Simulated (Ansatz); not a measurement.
Ge (diamond structure), cut as [100] fin, 1.73 nm along [100] by 0.86 nm along [010]

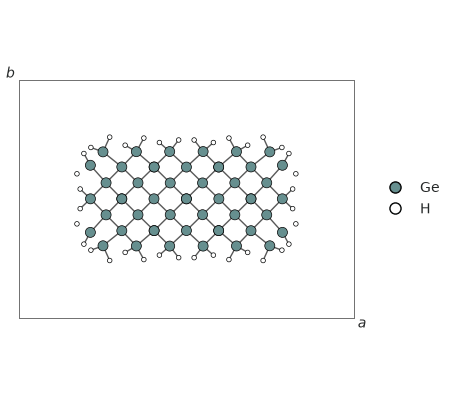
*Relaxed structure, one periodic cell*

The numbers are results of PBE (plane waves to 420 eV, PAW; Ansatz, a quantum-chemistry and plane-wave program), not measurements.

- change of bonding against the cut = none
- number of neighbours within 2.967 Å (ending not counted) = 2 for 18 atoms, 4 for 27 atoms
- mean Ge-Ge distance (least to greatest) = 2.480 Å (2.453 to 2.495)
